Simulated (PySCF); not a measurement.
```tsv
atom	x (Å)	y (Å)	z (Å)
C	2.8451	-0.1391	0.6548
S	1.8404	1.1199	0.1481
C	0.2918	0.3555	0.0415
C	-0.8181	0.9991	-0.3420
C	-2.1381	0.3176	-0.4274
F	-2.0969	-0.9716	-0.0585
F	-2.6429	0.3382	-1.6771
F	-3.0675	0.9060	0.3504
H	2.4650	-1.1292	0.7919
H	3.8789	0.0882	0.7995
H	0.2730	-0.6913	0.3067
H	-0.8295	2.0416	-0.6140
```

Geometry: GFN2-xTB.

Computed with PySCF 2.14.0, density-fitted response routines, UKS B3LYP, pcH-1 on C F H S, non-relativistic, mean-field spin-orbit, GIAO.

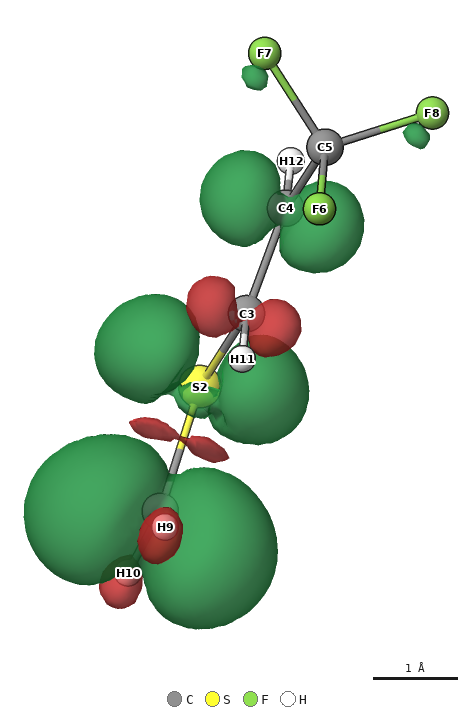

C$_{4}$H$_{4}$F$_{3}$S (SMILES [CH2]S/C=C/C(F)(F)F) (doublet). Isosurfaces of the spin density at +0.02 (green) and −0.02 e/Å³ (red), seen at an oblique angle.

Q: Describe the spin distribution.

A: The unpaired spin (1 electron) lies mostly on C1 (about 0.6), S2 (about 0.2) and C4 (about 0.1), in electrons by Hirshfeld's partition.
